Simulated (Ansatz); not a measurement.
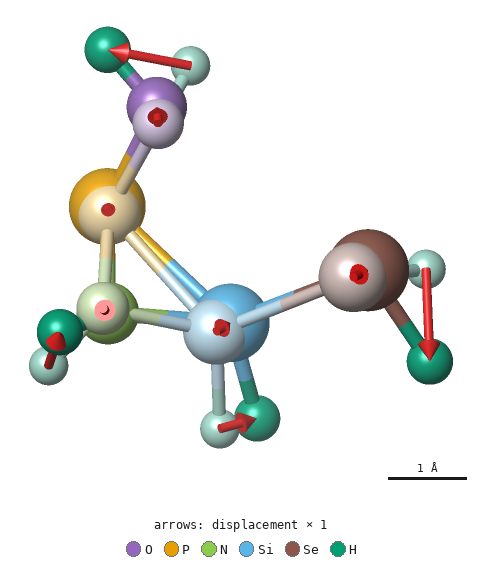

A relaxation of SiPNH4SeO. The starting structure is drawn faded, the final one solid; red arrows show the displacements, at their true length. The two geometries are superimposed by the best rigid fit.

The picture is a ball-and-stick view, seen face on.

The run prepares an end point of a later path (torsion) calculation, from a guessed geometry.

All numbers below come from RKS PBE-D4/def2-mTZVP in Ansatz 0.2.0.

Input file:
```yaml
crystal:
  periodic: [false, false, false]
  atoms:
    - { symbol: O, position_ang: [0.3675, 1.905, -0.0994] }
    - { symbol: P, position_ang: [1.2316, 0.7077, 0.6852] }
    - { symbol: "N", position_ang: [1.276, -0.3396, -0.7934] }
    - { symbol: Si, position_ang: [-0.0573, -0.905, 0.0936] }
    - { symbol: Se, position_ang: [-2.0396, -0.228, -0.9584] }
    - { symbol: H, position_ang: [-0.0515, 2.5136, 0.6246] }
    - { symbol: H, position_ang: [2.088, -1.0415, -0.5998] }
    - { symbol: H, position_ang: [0.1057, -2.2525, 0.6298] }
    - { symbol: H, position_ang: [-2.8318, -0.406, 0.4008] }
basis:
  gaussian: { orbitals: def2-mTZVP }
hamiltonian:
  xc: pbe
  dispersion: d4
relax:
  f_tol: 0.015
  max_steps: 40
```

Launched with:
```bash
ansatz run input.yaml --threads 2 --pin off --max-ram 3072MiB --backend cpu --events-out ev --progress --plain --runs-dir out
```

### Which element moves most?

Hydrogen: up to 1.31 Å, against 0.39 Å for nitrogen.

### What did the optimiser do to the structure, and how much energy did it gain?

Over 23 accepted moves (28 points after the start) the energy falls by 0.913 eV. The largest force component goes from 3.3 to 0.0067 eV/Å. The line search rejected the trial steps at points 6, 10, 18, 21, 24 of the run. The largest move after the best rigid fit is that of H9, 1.31 Å. Largest moves by element: H 1.31 Å, N 0.39 Å, Se 0.38 Å, O 0.35 Å, Si 0.31 Å, P 0.18 Å. Among the contacts that change: P2–Si4 2.148 → 2.241 Å, Se5–H9 1.583 → 1.491 Å, N3–H7 1.091 → 1.020 Å, O1–H6 1.034 → 0.977 Å. Bond angles that change, for instance: Si4–N3–H7 106.1° → 145.8°, P2–N3–H7 104.2° → 130.9°, O1–P2–N3 92.5° → 104.9°. Groups turn about O1–P2 by about 75°, Si4–Se5 by about 65°.
